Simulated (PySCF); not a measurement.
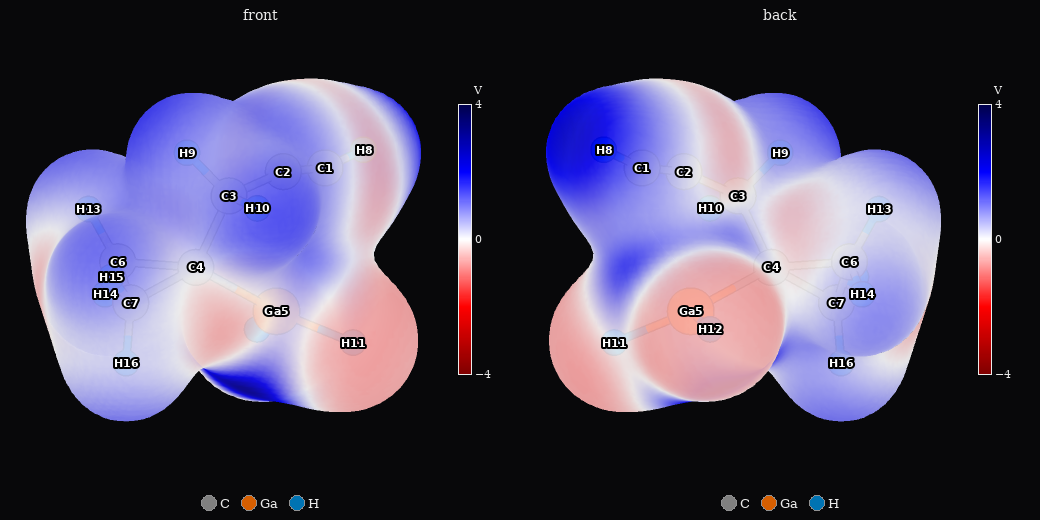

The picture shows: C$_{6}$H$_{9}$Ga (SMILES C#CC[C]1([GaH2])CC1). The electrostatic potential painted on the density surface at 0.004 e/bohr³, seen from the front and from behind; the colour scale runs from red (negative) to blue (positive).

Geometry: GFN2-xTB.

Theory: wB97X-D/def2-SVPD, SCF density, gas phase in PySCF.

```xyz
16

C     1.2888    2.3134    0.6803
C     1.3616    1.3002    0.0231
C     1.0788    0.0429   -0.6331
C    -0.2578   -0.4049   -0.0163
Ga   -1.2215    1.2921    0.5403
C    -0.2049   -1.5383    0.9833
C    -0.7710   -1.7718   -0.3797
H     1.5019    3.2177    1.1822
H     1.8832   -0.6799   -0.4674
H     0.9701    0.2063   -1.7103
H    -1.7364    2.3875   -0.4597
H    -1.7299    1.4212    2.0197
H     0.7475   -1.9908    1.2238
H    -0.8924   -1.5064    1.8230
H    -0.1869   -2.3640   -1.0723
H    -1.8388   -1.9162   -0.4809
```

### Describe the electrostatic potential map.

The most negative region (about −0.7 V, or −16 kcal/mol for a unit charge) lies over H11 and H12, the most positive (about +2.9 V, or +67 kcal/mol for a unit charge) over Ga5.

### How polar is the molecule by this calculation?

Its dipole moment is 1.86 D.
